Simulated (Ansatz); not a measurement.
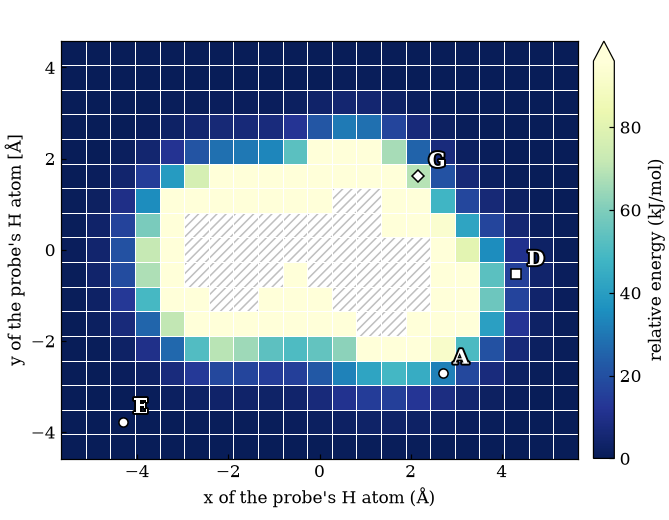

CH₃BrOSi (SMILES BrC1O[SiH2]1) with the probe H. 
- The probe is moved over the molecule's main plane.
- Coordinates scanned: (1) x of the probe's H atom; (2) y of the probe's H atom.
- Nothing is relaxed (molecule and probe rigid).
- The grid has 21 × 17 points. At 37 points there is no value (left out of the scan, as a rule where atoms come close).
- All energies are given in kJ/mol relative to the lowest grid point.
- Energies and slopes of some neighbouring points disagree (a jump in structure or state, or too coarse a mesh).
- Method: UHF/def2-SVP in Ansatz 0.2.0.

Drawn: one coloured cell a grid point, one colour for all values above the top of the scale, hatched blanks where no value was computed, lettered points.

Is A the lowest point of the computed grid?

No. A lies 32 kJ/mol above the lowest grid point, which is at x of the probe's H atom = 0.54 Å, y of the probe's H atom = 4.32 Å [nearest 1 O at 3.49 Å].

Rank the lettered points by energy, lowest first.

E (0.09 kJ/mol), D (16 kJ/mol), A (32 kJ/mol), G (69 kJ/mol).
